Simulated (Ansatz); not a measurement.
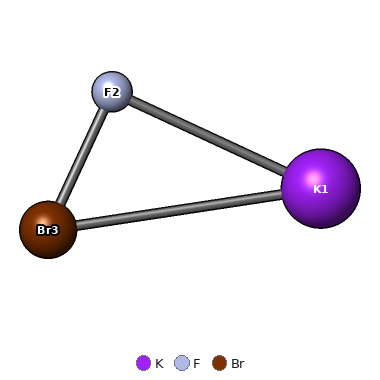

The system is K⁺ + FBr; the picture shows the reference structure. First axis: distance K1–F2. Second axis: distance F2–Br3. Nothing is relaxed (the angle K1–F2–Br3 is fixed at 90 degrees). The scan uses a 17 × 17 grid. At 12 points there is no value. All energies are given in eV relative to K with charge +1 far from the relaxed FBr (each part in its own basis). The reference is spin-restricted, so regions where a bond is pulled apart into radicals lie too high. Computed with RKS PBE0-D4/def2-SVPD (Ansatz 0.2.0).

Its coordinates:

| atom | x (Å) | y (Å) | z (Å) |
| --- | --- | --- | --- |
| K | -2.7750 | 0.0000 | 0.0000 |
| F | 0.0000 | 0.0000 | 0.0000 |
| Br | 0.0000 | 1.8360 | 0.0000 |

Range: distance K1–F2 from 2.104 to 4.504 Å; distance F2–Br3 from 1.440 to 3.840 Å.

> What landscape does the calculation give?

The lowest grid point is at distance K1–F2 = 2.775 Å, distance F2–Br3 = 1.836 Å, −0.30 eV from K with charge +1 far from the relaxed FBr (each part in its own basis). The highest grid point, distance K1–F2 = 4.504 Å, distance F2–Br3 = 3.840 Å, lies 4.86 eV above the lowest.

| distance F2–Br3 ↓, distance K1–F2 → | 2.104 | 2.265 | 2.500 | 2.775 | 3.079 | 3.407 | 3.755 | 4.122 | 4.504 |
| --- | --- | --- | --- | --- | --- | --- | --- | --- | --- |
| 3.840 | 4.40 | 4.10 | 3.99 | 4.06 | 4.17 | 4.29 | 4.40 | 4.49 | 4.56 |
| 3.458 | 4.14 | 3.83 | 3.71 | 3.76 | 3.87 | 3.97 | 4.08 | 4.16 | 4.23 |
| 3.091 | 3.69 | 3.37 | 3.24 | 3.28 | 3.37 | 3.46 | 3.56 | 3.64 | 3.71 |
| 2.743 | 3.00 | 2.66 | 2.51 | 2.54 | 2.63 | 2.69 | 2.78 | 2.86 | 2.92 |
| 2.415 | 2.07 | 1.70 | 1.52 | 1.53 | 1.61 | 1.66 | 1.74 | 1.81 | 1.87 |
| 2.111 | 1.08 | 0.66 | 0.44 | 0.42 | 0.48 | 0.52 | 0.57 | 0.64 | 0.69 |
| 1.836 | 0.52 | 0.05 | −0.23 | −0.30 | −0.28 | −0.24 | −0.22 | −0.16 | −0.12 |
| 1.601 | 1.38 | 0.83 | 0.47 | 0.34 | 0.33 | 0.35 | 0.35 | 0.39 | 0.43 |
| 1.440 | 3.95 | 3.32 | 2.89 | 2.71 | 2.67 | 2.67 | 2.65 | 2.68 | 2.71 |

The table holds every second grid line.

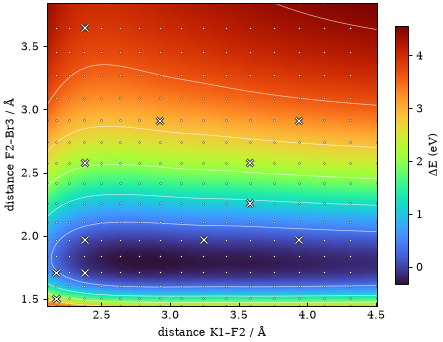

The picture shows a smooth colour map with a few white contour lines, crosses at grid points without a value, dots at the grid points. Between grid points the surface is interpolated.

The whole map (277 points run) took 39 min on 1 thread of Arm Neoverse V2 (shared host).
